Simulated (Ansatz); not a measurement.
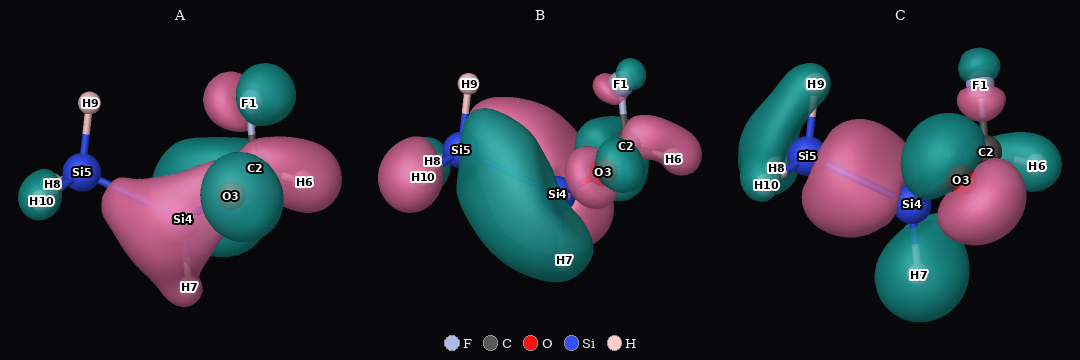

Figure 1: CH5FOSi2. Three frontier orbitals at ±0.08 Å⁻³ᐟ² (teal and pink are the two phases), in no order.

Computed with Ansatz, UKS B3LYP/def2-SVP.

Input file:

```
crystal:
  periodic: [false, false, false]
  atoms:
    - { symbol: F, position_ang: [-1.9463, -0.7134, 1.0557] }
    - { symbol: C, position_ang: [-1.5286, 0.6017, 0.7805] }
    - { symbol: O, position_ang: [-0.3527, 0.9971, 1.4137] }
    - { symbol: Si, position_ang: [0.0701, 0.84, -0.1923] }
    - { symbol: Si, position_ang: [1.229, -1.0017, -0.6698] }
    - { symbol: H, position_ang: [-2.3403, 1.3239, 0.7039] }
    - { symbol: H, position_ang: [0.303, 2.1668, -0.7834] }
    - { symbol: H, position_ang: [1.3227, -1.2013, -2.1302] }
    - { symbol: H, position_ang: [0.6889, -2.2246, -0.0063] }
    - { symbol: H, position_ang: [2.6373, -0.8397, -0.169] }
magnetization:
  spin_polarized: true
basis:
  gaussian: { orbitals: def2-SVP }
hamiltonian:
  xc: b3lyp
relax:
  f_tol: 0.02
  max_steps: 50
output:
  orbitals: {}
```

Launched as:

```sh
ansatz run input.yaml --threads 2 --pin off --max-ram 3072MiB --backend cpu --events-out ev --progress --plain --runs-dir out
```

The fields are those of the run's last geometry, not of the input's.

> Which picture is the HOMO−1, the HOMO and the LUMO?

C is the HOMO−1 (−8.12 eV). Its weight (Hirshfeld) is mainly on O3 (about 40 %), Si4 (about 20 %), Si5 (about 20 %) and H7 (about 10 %). A is the HOMO (−7.07 eV). By Hirshfeld shares it lies mainly on Si4 (about 30 %), C2 (about 25 %), O3 (about 25 %) and F1 (about 15 %). B is the LUMO (−1.23 eV). Its weight (Hirshfeld) is mainly on Si4 (about 45 %), Si5 (about 20 %), C2 (about 10 %) and O3 (about 10 %).

> What is the HOMO–LUMO gap?

5.84 eV between the orbital energies.
